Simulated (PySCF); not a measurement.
Excited-state calculation, with input and output: C4H13NOSi

C4H13NOSi, computed with TDA B97-2/def2-SVPD, vertical, gas phase, core orbitals frozen in the response (PySCF 2.14.0).

The geometry comes from this level: GFN2-xTB. It belongs to a series of runs on one base structure; here: B97-2/def2-SVPD; 6 states, TDA; grid level 3.

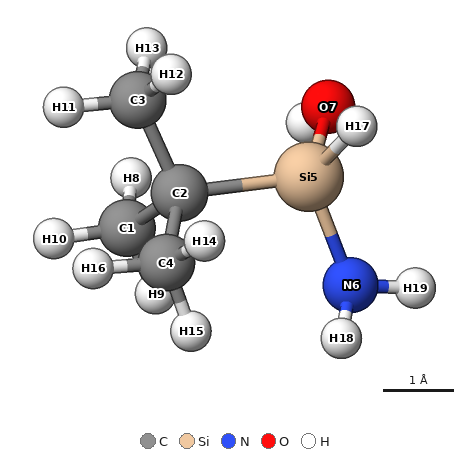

**Figure 1.** The structure (ball-and-stick view, seen at a tilt; atoms are numbered from 1 in the order of the input).

**Summary**

| quantity | value |
| --- | --- |
| outcome | converged |
| total energy | −579.433692 hartree |
| HOMO | −7.07 eV |
| LUMO | 0.36 eV |
| dipole moment | 1.56 D |
| mean polarisability | 85.72 a.u. |
| lowest singlet excitation | 6.49 eV |
| hardware | 1 CPU thread, shared host |
| wall time | 80 s |
| peak memory | 1 GiB |

**Remarks**

Settings chosen away from the usual ones: B97-2/def2-SVPD; 6 states, TDA; grid level 3.

**Input**
```
{"job": {"kind": "uv", "xc": "B97-2", "basis": "def2-SVPD", "nstates": 6, "ntriplets": 5, "tda": true, "grid": 3}, "charge": 0, "multiplicity": 1}
C     -0.630753    -0.265586    -1.580520
C     -0.521188     0.034791    -0.083815
C     -1.423568     1.225306     0.242985
C     -1.022608    -1.181346     0.695043
Si     1.286610     0.450177     0.395916
N      2.223008    -0.955499     0.025239
O      1.913453     1.696775    -0.443464
H     -0.340814     0.601970    -2.170643
H      0.011780    -1.099256    -1.855391
H     -1.657190    -0.523059    -1.843661
H     -2.453372     1.019757    -0.050808
H     -1.411301     1.438118     1.309747
H     -1.089891     2.117442    -0.282483
H     -0.934564    -1.016123     1.766860
H     -0.448980    -2.068733     0.436972
H     -2.070075    -1.378194     0.465870
H      1.372492     0.993497     1.750880
H      1.945815    -1.837908     0.421164
H      3.225471    -0.866167     0.076961
H      2.020527     1.624716    -1.388374
```

The first line tells a small driver script what to run in PySCF; the rest is the geometry in Å.

Run as:
```bash
OMP_NUM_THREADS=1 python <driver script> task.json out
```

**Log**
```
coarse grid: 16176 points
cycle   1  E = -579.2092247052  dE =  5.249e-01  |g| = 8.450e-01  |ddm| = 9.401e+00
cycle   2  E = -579.0361649231  dE =  1.731e-01  |g| = 1.249e+00  |ddm| = 3.335e+00
cycle   3  E = -579.3595349841  dE = -3.234e-01  |g| = 1.106e-01  |ddm| = 1.780e+00
cycle   4  E = -579.3617045233  dE = -2.170e-03  |g| = 4.777e-02  |ddm| = 2.571e-01
cycle   5  E = -579.3622119440  dE = -5.074e-04  |g| = 1.053e-02  |ddm| = 1.091e-01
cycle   6  E = -579.3622361754  dE = -2.423e-05  |g| = 3.139e-03  |ddm| = 3.323e-02
cycle   7  E = -579.3622383780  dE = -2.203e-06  |g| = 4.957e-04  |ddm| = 8.647e-03
final grid: 231144 points
cycle   8  E = -579.4336880831  dE = -7.478e-05  |g| = 4.389e-03  |ddm| = 3.372e-01
cycle   9  E = -579.4336841012  dE =  3.982e-06  |g| = 6.410e-03  |ddm| = 2.798e-02
cycle  10  E = -579.4336922654  dE = -8.164e-06  |g| = 4.611e-04  |ddm| = 8.690e-03
cycle  11  E = -579.4336922970  dE = -3.153e-08  |g| = 2.697e-04  |ddm| = 1.559e-03
cycle  12  E = -579.4336923136  dE = -1.666e-08  |g| = 5.353e-05  |ddm| = 7.985e-04
cycle  13  E = -579.4336923142  dE = -5.914e-10  |g| = 1.775e-05  |ddm| = 1.530e-04
```

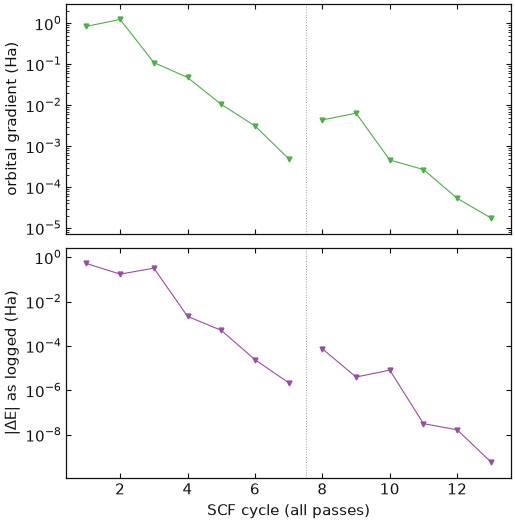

**Figure 2.** Convergence of the self-consistent field: orbital gradient and size of the energy change against the SCF cycle. The dotted line marks the change from a coarse to the final integration grid. The first 7 cycles use a coarse grid, the final grid takes over at cycle 8, and the field converges after 13 cycles in all.

```
converged SCF energy = -579.4336923142

Static polarisability (au): isotropic 85.720, principal 82.190 84.303 90.666

Singlet excitations
state   eV       nm        f      main configurations
  1   6.4916    191.0   0.01679   H->L 0.93
  2   6.8863    180.0   0.01130   H->L+1 0.75, H-1->L 0.18
  3   7.0735    175.3   0.01307   H-1->L 0.72, H->L+1 0.21
  4   7.3903    167.8   0.02346   H->L+2 0.86
  5   7.4897    165.5   0.01194   H-1->L+1 0.91
  6   7.8997    156.9   0.02853   H->L+3 0.50, H-1->L+2 0.41

Triplet excitations (Tamm-Dancoff, eV): 6.3792 6.6977 6.9840 7.2528 7.3808
```

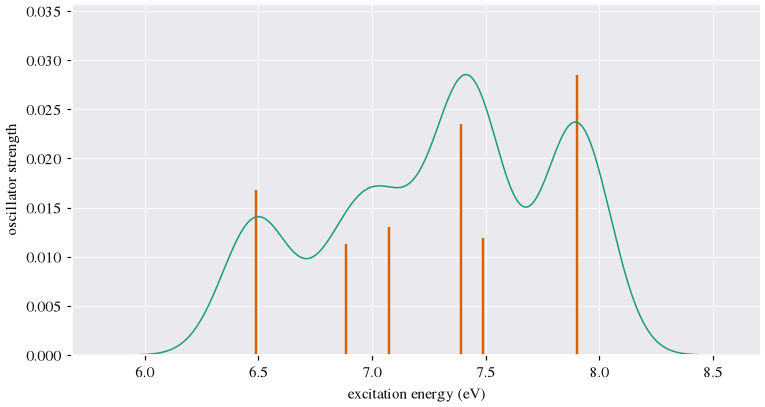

**Figure 3.** Computed excitations as sticks (degenerate states added up, dark ones marked on the axis), with a Gaussian envelope of 0.35 eV full width at half maximum, scaled to the tallest. Of the 6 states the lowest lies at 6.49 eV (f = 0.017); the strongest line is at 7.90 eV, or 157 nm (f = 0.029).

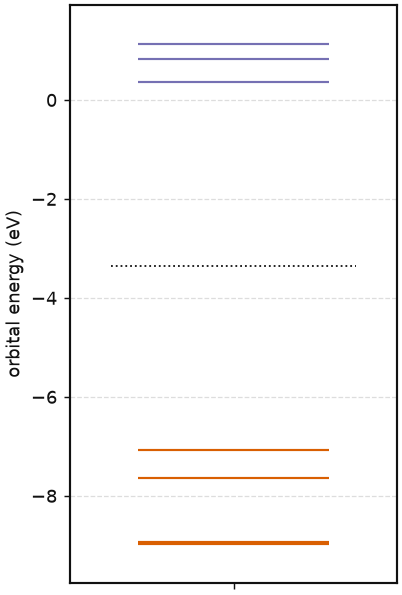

**Figure 4.** Orbital energies near the frontier; the dotted line parts filled from empty levels, and levels within 0.02 eV of each other stand side by side. Highest filled −7.07 eV, lowest empty 0.36 eV, 7.43 eV apart.
